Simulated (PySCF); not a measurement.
Molecule: C3H12GeO4Si, SMILES O(C)[Si](OC)([O][GeH3])OC. Atoms near the plane z = 1.0 Å, at the GFN2-xTB optimised geometry (x, y, z in Å): Ge9 (-0.5, -0.3, 0.0), H19 (-1.0, 1.1, 0.0), H20 (1.0, -0.3, 0.0), H21 (-1.0, -1.1, 1.1).

Method: PBE0/def2-SVP (PySCF 2.14.0). The values are rescaled to run from 0 to 1.

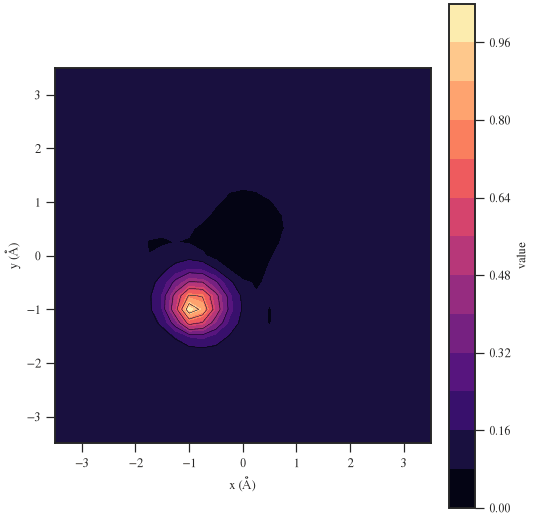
a field on the plane z = 1.0 Å.

Which quantity is mapped?
A) Laplacian of the electron density
B) electrostatic potential
C) deformation density (molecule minus spherical neutral atoms)
D) log10 of the electron density

C, deformation density (molecule minus spherical neutral atoms). In full: deformation density (molecule minus spherical neutral atoms) (e/bohr³).
